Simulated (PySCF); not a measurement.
# BH4O− (SMILES [BH3-]O): wB97X-V/STO-6G

What is the vertical ionisation energy of BH4O− at wB97X-V/STO-6G? The job is set up through a Python script.

Program for the calculation: PySCF 2.14.0.

7 further runs of the same task are left out: 7 set aside as unsound or not needed.

## (1) The molecule

The species is BH4O− (6 atoms), meant as a singlet with charge -1. SMILES: `[BH3-]O`. The shape is that of a GFN2-xTB optimisation.

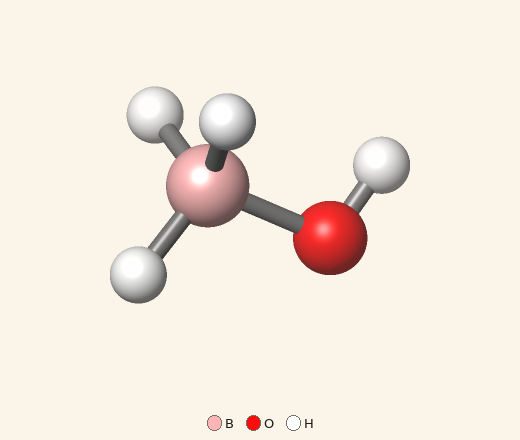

The structure, seen from a chosen angle (boron pink, oxygen red, hydrogen white).

## (2) The energy at wB97X-V/STO-6G

File run.py:

```python
# [BH3-]O
from pyscf import gto, dft

molecule = gto.Mole()
molecule.atom = [
    ('B', (-0.074670, -0.173680, -0.316420)),
    ('O', (-0.013550, 1.016190, 0.603980)),
    ('H', (1.062740, -0.650510, -0.499740)),
    ('H', (-0.542300, 0.195170, -1.379270)),
    ('H', (-0.789000, -1.072510, 0.169030)),
    ('H', (0.356770, 0.685330, 1.422430)),
]
molecule.charge = -1
molecule.max_memory = 1860
molecule.basis = 'sto-6g'
molecule.verbose = 3
molecule.build()

mf = dft.RKS(molecule, xc='wb97x-v')
mf.conv_tol = 1e-10
mf.grids.level = 5
mf.nlcgrids.level = 1
mf.kernel()
if not mf.converged:
    mf = mf.newton().run(mf.mo_coeff, mf.mo_occ)

e_final = mf.e_tot
print('Final energy', e_final)
```

The run is started by

```sh
OMP_NUM_THREADS=1 python run.py
```

The program printed:

```text
converged SCF energy = -101.968554829195
Final energy -101.96855482919521
```

It took 18 s on 1 thread of Arm Neoverse V1, shared host; peak memory 0.18 GiB.

## (3) Doublet neutral BH4O at the same level

File run.py:

```python
from pyscf import gto, dft

molecule = gto.M(
    atom='''
B   -0.074670  -0.173680  -0.316420
O   -0.013550   1.016190   0.603980
H    1.062740  -0.650510  -0.499740
H   -0.542300   0.195170  -1.379270
H   -0.789000  -1.072510   0.169030
H    0.356770   0.685330   1.422430
''',
    charge=0,
    spin=1,
    basis='sto-6g',
    max_memory=1860,
    verbose=3,
)

mf = dft.UKS(molecule, xc='wb97x-v')
mf.grids.level = 5
mf.nlcgrids.level = 1
mf.conv_tol = 1e-10
mf.kernel()
if not mf.converged:
    mf = mf.newton().run(mf.mo_coeff, mf.mo_occ)

e_final = mf.e_tot
print('Final energy', e_final)
```

The run is started by

```sh
OMP_NUM_THREADS=1 python run.py
```

The program printed:

```text
converged SCF energy = -101.990331909587  <S^2> = 0.75419344  2S+1 = 2.0041891
Final energy -101.99033190958697
```

Run time: 25 s. Hardware: 1 thread of Arm Neoverse V1, shared host; peak memory 0.18 GiB.

## (4) What came out

Level: wB97X-V/STO-6G.

| quantity | value |
| --- | --- |
| singlet BH4O−: total energy | -101.96855 Eh |
| singlet BH4O−: HOMO energy | 2.10 eV |
| singlet BH4O−: LUMO energy | 20.96 eV |
| singlet BH4O−: HOMO–LUMO gap (to an unbound level, set by the basis) | 18.85 eV |
| doublet neutral BH4O: total energy | -101.99033 Eh |
| doublet neutral BH4O: dipole moment | 3.08 D |
| doublet neutral BH4O: HOMO energy (highest over α and β) | -9.08 eV |
| doublet neutral BH4O: LUMO energy (lowest over α and β) | -0.77 eV |
| doublet neutral BH4O: ⟨S²⟩ | 0.754 |
| vertical detachment energy (to the doublet neutral) | -0.593 eV |

What this shows: The species is unbound against losing an electron at this level, by 0.59 eV (−57.2 kJ/mol); missing correlation or diffuse functions can give that sign where the real anion is bound. In a minimal basis such a difference can be off by several eV, whatever the method. Mulliken charges (singlet BH4O−) run from -0.43 on O2 to +0.10 on H6. The HOMO (singlet BH4O−) lies at positive energy, 2.10 eV; only total energies tell whether the electron is bound. Mulliken charges (doublet neutral BH4O) run from -0.11 on O2 to +0.28 on H6; they depend strongly on the basis.
